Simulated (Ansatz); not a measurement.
# B3LYP/6-31G(d) (spherical functions) run of GaSiH4OF (SMILES [OH][GaH][SiH2]F)

Aim: the vertical ionisation energy of GaSiH4OF at B3LYP/6-31G* (spherical functions), from 2 runs. 

The results are computed with Ansatz 0.2.0.

101 further runs of the same task are left out: 101 set aside as unsound or not needed. Runs told in other sessions of the task aren't counted.

### 1 The molecule

GaSiH4OF has 8 atoms, charge 0, and is taken as a singlet. As SMILES, `[OH][GaH][SiH2]F`. The shape is that of a PBE0-D4/def2-TZVP optimisation. This is one conformer, not always the lowest.

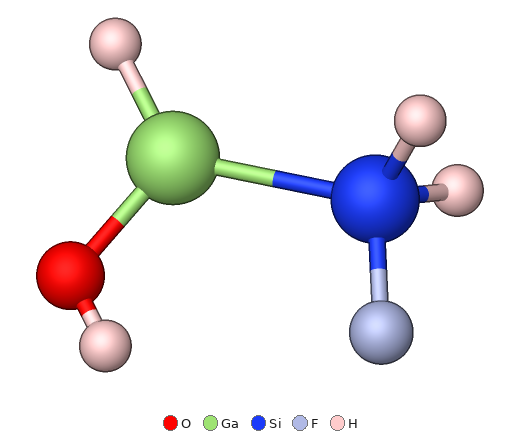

Viewed from a chosen angle; oxygen red, gallium green, silicon blue, fluorine light blue, hydrogen pink.

### 2 The energy at B3LYP/6-31G(d) (spherical functions)

Input file in.yaml:

```yaml
crystal:
  periodic: [false, false, false]
  atoms:
    - symbol: O
      position_ang: [-2.152600, 0.668300, 0.454500]
    - symbol: Ga
      position_ang: [-0.411400, 1.077100, 0.391700]
    - symbol: Si
      position_ang: [1.066700, -0.691400, -0.347100]
    - symbol: F
      position_ang: [0.165400, -1.990600, -0.663200]
    - symbol: H
      position_ang: [-2.350300, -0.231700, 0.185400]
    - symbol: H
      position_ang: [-0.099500, 2.542900, 0.831400]
    - symbol: H
      position_ang: [2.066800, -1.082700, 0.683500]
    - symbol: H
      position_ang: [1.806900, -0.348800, -1.592100]
basis:
  gaussian: {orbitals: 6-31G_st_-spherical.json}
hamiltonian: {xc: {name: B3LYP}}
accuracy: high
output: {orbitals: {seedname: orbitals}}
```

The basis set 6-31G* is read from a file made from the Basis Set Exchange's data (not shown).

The run is started by

```sh
ansatz run in.yaml --threads 1 --pin off --max-ram 2610MiB --events-out events.jsonl --progress --plain --runs-dir runs
```

Output:

```text
Warning: RAYON_NUM_THREADS=1 ignored (pool sized by the plan → 1); use --threads N
Functional definition: B3LYP
  name "B3LYP"
  parameter a0 = 0.2
  parameter ax = 0.72
  parameter ac = 0.81
  exchange = (1 - a0 - ax)*slater_x + ax*b88_x + a0*exact_x
  correlation = (1 - ac)*vwn_rpa_c + ac*lyp_c
1839 factors; integrals over basis functions are off by at most 8.3e-9 eV
mean field evaluation 1: about -65073.0349 eV, gradient 6.4e1 eV
mean field evaluation 2: about -65015.1130 eV, gradient 1.6e2 eV
mean field evaluation 4: about -65079.7521 eV, gradient 1.3e1 eV
mean field evaluation 8: about -65080.1151 eV, gradient 9.2e-1 eV
mean field evaluation 16: about -65080.1169 eV, gradient 1.4e-4 eV
mean field -65080.11694528 eV, -2391.6501848514 hartree, gradient 4.9e-9 eV, S^2 0.000000; 0 other end points of the search recorded, 0 dependent functions left out
reference -65080.11698937 eV, -2391.6501864717 hartree; 33, 33 occupied and 53, 53 virtual orbitals, 1839 factors
Total energy: -65080.11698937 eV, -2391.6501864717 hartree
```

Run time: 9.6 s. Hardware: 1 thread of Arm Neoverse V1, shared host; peak memory 0.3 GiB.

### 3 The doublet cation at the same level

Input file in.yaml:

```yaml
crystal:
  periodic: [false, false, false]
  atoms:
    - {symbol: O, position_ang: [-2.152600, 0.668300, 0.454500]}
    - {symbol: Ga, position_ang: [-0.411400, 1.077100, 0.391700]}
    - {symbol: Si, position_ang: [1.066700, -0.691400, -0.347100]}
    - {symbol: F, position_ang: [0.165400, -1.990600, -0.663200]}
    - {symbol: H, position_ang: [-2.350300, -0.231700, 0.185400]}
    - {symbol: H, position_ang: [-0.099500, 2.542900, 0.831400]}
    - {symbol: H, position_ang: [2.066800, -1.082700, 0.683500]}
    - {symbol: H, position_ang: [1.806900, -0.348800, -1.592100]}
basis:
  gaussian: {orbitals: 6-31G_st_-spherical.json}
total_charge: 1
magnetization: {spin_polarized: true, initial_magnetization: 1}
hamiltonian: {xc: {name: B3LYP}}
accuracy: high
output: {orbitals: {seedname: orbitals}}
```

The basis set 6-31G* is read from a file made from the Basis Set Exchange's data (not shown).

The run is started by

```sh
ansatz run in.yaml --threads 1 --pin off --max-ram 2610MiB --events-out events.jsonl --progress --plain --runs-dir runs
```

Output, cut to the lines that bear on the results:

```text
Warning: RAYON_NUM_THREADS=1 ignored (pool sized by the plan → 1); use --threads N
[... 7 set-up lines as earlier in the session ...]
1839 factors; integrals over basis functions are off by at most 8.3e-9 eV
mean field evaluation 1: about -65052.4818 eV, gradient 7.0e1 eV
mean field evaluation 2: about -64887.4013 eV, gradient 1.7e2 eV
mean field evaluation 4: about -65058.6512 eV, gradient 4.6e1 eV
mean field evaluation 8: about -65070.2469 eV, gradient 7.8e-1 eV
mean field evaluation 16: about -65070.3908 eV, gradient 5.7e-3 eV
mean field evaluation 32: about -65070.3908 eV, gradient 8.9e-7 eV
mean field -65070.39084937 eV, -2391.2927574193 hartree, gradient 1.8e-8 eV, S^2 0.756413; 2 other end points of the search recorded, 0 dependent functions left out
reference -65070.39089380 eV, -2391.2927590521 hartree; 33, 32 occupied and 53, 54 virtual orbitals, 1839 factors
Total energy: -65070.39089380 eV, -2391.2927590521 hartree
```

It took 23 s on 1 thread of Arm Neoverse V1, shared host; peak memory 0.47 GiB.

### 4 Summary of results

Level: B3LYP/6-31G* (spherical functions).

```
                                          quantity           value
                    singlet GaSiH4OF: total energy  -2391.65019 Eh
                     singlet GaSiH4OF: HOMO energy        -7.38 eV
                     singlet GaSiH4OF: LUMO energy        -1.77 eV
                   singlet GaSiH4OF: HOMO–LUMO gap         5.62 eV
                      doublet cation: total energy  -2391.29276 Eh
doublet cation: HOMO energy (highest over α and β)       -14.36 eV
 doublet cation: LUMO energy (lowest over α and β)       -12.06 eV
                              doublet cation: ⟨S²⟩           0.756
vertical ionisation energy (to the doublet cation)        9.726 eV
```

**Reading.** Removing an electron at fixed nuclei costs 9.73 eV (224 kcal/mol). −ε(HOMO) before ionisation, 7.38 eV, is 2.34 eV below this ionisation energy.
